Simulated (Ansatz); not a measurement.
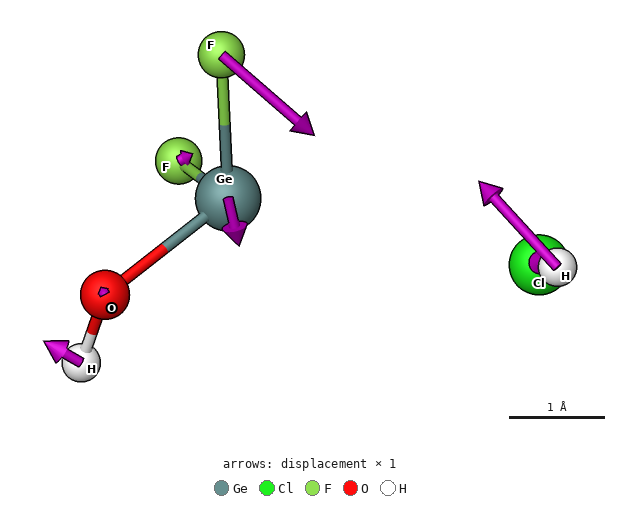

A relaxation of GeH2OClF2 (multiplicity 2). The starting structure is drawn; purple arrows show the displacements, at their true length. The two geometries are superimposed by the best rigid fit.

Style: ball-and-stick. Shown face on.

The run prepares an end point of a later path (reaction) calculation, from a guessed geometry.

Theory: UKS PBE/def2-SVP (Ansatz 0.2.0).

Input file:
```yaml
crystal:
  periodic: [false, false, false]
  atoms:
    - { symbol: Ge, position_ang: [-0.10552, 0.103002, 0.039208] }
    - { symbol: Cl, position_ang: [-0.305377, -0.735612, 3.348383] }
    - { symbol: F, position_ang: [1.593867, 0.153989, -0.424902] }
    - { symbol: O, position_ang: [-0.851493, 1.465891, -0.884396] }
    - { symbol: H, position_ang: [-1.819156, 1.327198, -0.944225] }
    - { symbol: F, position_ang: [-0.746307, -1.402335, -0.634679] }
    - { symbol: H, position_ang: [0.401686, 0.374868, 3.590611] }
magnetization:
  spin_polarized: true
  initial_magnetization: 1
basis:
  gaussian: { orbitals: def2-SVP }
hamiltonian:
  xc: pbe
relax:
  f_tol: 0.03
  max_steps: 50
```

Run as
```bash
ansatz run input.yaml --threads 4 --pin off --max-ram 5120MiB --backend cpu --events-out ev --progress --plain --runs-dir out
```

### What happened in the run?

F3 moves most after the best rigid fit: 1.31 Å. Largest moves by element: F 1.31 Å, H 1.26 Å, Ge 0.57 Å, Cl 0.33 Å, O 0.10 Å. Some distances before and after: Ge1–Cl2 3.420 → 3.191 Å, Ge1–F3 1.762 → 1.789 Å, Cl2–H7 1.339 → 1.315 Å, Ge1–O4 1.807 → 1.803 Å. Bond angles that change, for instance: F3–Ge1–O4 104.0° → 100.5°, F3–Ge1–F6 105.9° → 103.5°. The energy falls by 20.1 kJ/mol in 15 accepted moves (16 points after the start). Largest force component: 0.91 eV/Å at the start, 0.019 eV/Å at the end. The line search rejected the trial step at point 1 of the run. The run took 13 s on 4 threads of AMD EPYC 9R45 96-Core Processor (Zen 5), on a shared host, peak memory 0.19 GiB.

Limits of the set-up: the start holds two separate molecules, 3.4 Å apart at their closest, whose relative position is a soft coordinate and is computed without a dispersion correction.
